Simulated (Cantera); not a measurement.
A closed system holds: 1 mol PbO, 54 mol H2, held at 0.0520 bar.

Equilibrium computed with Cantera from the NASA thermochemical tables; the gas is ideal and each condensed phase is pure. Candidate condensed phases: H2O, Pb, PbO, PbO2, Pb3O4; 12 gas species. Rates play no part.

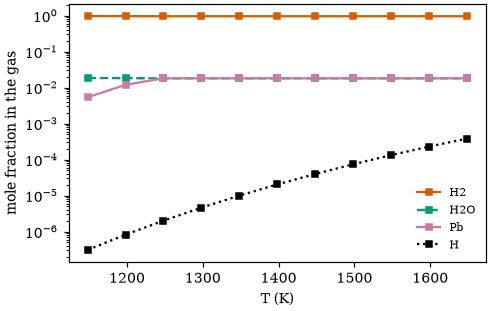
Equilibrium gas composition (values under 1e-9 drawn at 1e-9)

From 1148 K to 1198 K the condensed part is Pb(l). From 1248 K to 1648 K nothing is condensed. The main Pb-bearing gas is Pb throughout.
